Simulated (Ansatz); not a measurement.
**SiH5 (doublet): the correlation ladder at distance Si1–H5 along a hydrogen transfer = 1.755 Å, cc-pVTZ**

How much of the correlation energy of SiH5 (doublet) does each wave-function method recover here?

Program: Ansatz 0.2.0, Gaussian basis. Level of theory: cc-pVTZ, core rule «outside noble gas», up to 5 orbitals frozen. These are calculated values, not measurements.

The runs, in order: UHF; CCSD(T) on ROHF; CCSD(T) on UHF; BCCD(T) on ROHF; CCSDT(Q) on ROHF; CCSDT(Q) on UHF; CASSCF and NEVPT2, 3 electrons in 3 orbitals; CASSCF and NEVPT2, 9 electrons in 9 orbitals.

## (1) The system

The geometry derives from fragments relaxed apart (PBE0/def2-TZVP) and kept rigid, so it is no stationary point. A hydrogen atom is moved between rigid fragments.

6 atoms, charge 0, spin multiplicity 2.

Atoms are counted from 1 here; the program's logs count them from 0.

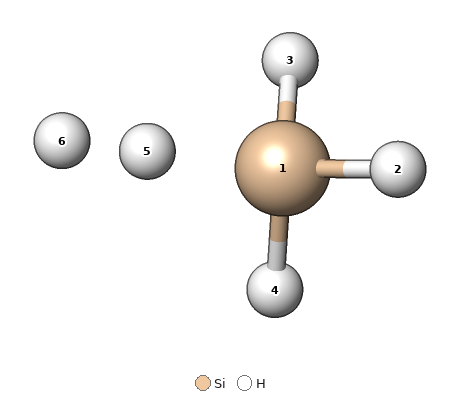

The geometry (silicon light orange, hydrogen white); atoms are numbered from 1 in the order of the file.

## (2) UHF

The input, in.yaml:

```yaml
crystal:
  periodic: [false, false, false]
  atoms:
    - {symbol: Si, position_ang: [-0.095252, 0.000000, 0.000000]}
    - {symbol: H, position_ang: [-0.590124, 1.399708, 0.000000]}
    - {symbol: H, position_ang: [-0.590123, -0.699854, 1.212183]}
    - {symbol: H, position_ang: [-0.590124, -0.699854, -1.212183]}
    - {symbol: H, position_ang: [1.659748, 0.000000, 0.000000]}
    - {symbol: H, position_ang: [2.764748, 0.000000, 0.000000]}
basis:
  gaussian: {orbitals: cc-pVTZ}
magnetization: {spin_polarized: true, initial_magnetization: 1}
hamiltonian: {xc: hf}
output: {orbitals: {seedname: orbitals}}
```

Started as:

```console
$ ansatz run in.yaml --threads 1 --pin off --events-out ev --progress --plain --max-ram 4096MiB --backend cpu
```

The runs that follow: CCSD(T) on ROHF; CCSD(T) on UHF; BCCD(T) on ROHF; CCSDT(Q) on ROHF; CCSDT(Q) on UHF; CASSCF and NEVPT2, 3 electrons in 3 orbitals; CASSCF and NEVPT2, 9 electrons in 9 orbitals.

Before running them: what should the planned runs give, taken together? Wanted: UCCSDT(Q) below the RHF energy; RMP2 from UCCSDT(Q); UMP2 from UCCSDT(Q); RCCSD from UCCSDT(Q); RCCSD(T) from UCCSDT(Q); UCCSD(T) from UCCSDT(Q); RCCSDT(Q) from UCCSDT(Q); NEVPT2 pair from UCCSDT(Q); NEVPT2 valence from UCCSDT(Q).

As calculated:

```
                         quantity                                                   value
   UCCSDT(Q) below the RHF energy                                              -5.5099 eV
              RMP2 from UCCSDT(Q)                                         +25.58 kcal/mol
              UMP2 from UCCSDT(Q)                                         +25.84 kcal/mol
             RCCSD from UCCSDT(Q)                                          +3.81 kcal/mol
          RCCSD(T) from UCCSDT(Q)                                          +0.70 kcal/mol
          UCCSD(T) from UCCSDT(Q)                                          +0.72 kcal/mol
         RCCSDT(Q) from UCCSDT(Q)                                          +0.01 kcal/mol
       NEVPT2 pair from UCCSDT(Q)                                         +24.17 kcal/mol
    NEVPT2 valence from UCCSDT(Q)                                         +25.48 kcal/mol
levels within 1 kcal/mol (43 meV)  RCCSD(T), UCCSD(T), BCCD(T), RCCSDT, UCCSDT, RCCSDT(Q)
                    T1 diagnostic                                                   0.030
   effectively unpaired electrons                                                    1.02
```

RCCSD(T) misses by +0.70 kcal/mol, 0.6 % of the correlation energy. One determinant dominates. Of the multireference levels listed NEVPT2 pair comes nearest in total energy (+24.17 kcal/mol), which doesn't show that its space is the better one. These misses are within one basis, not against nature; the frozen cores of restricted and unrestricted runs differ, which can shift their rows.
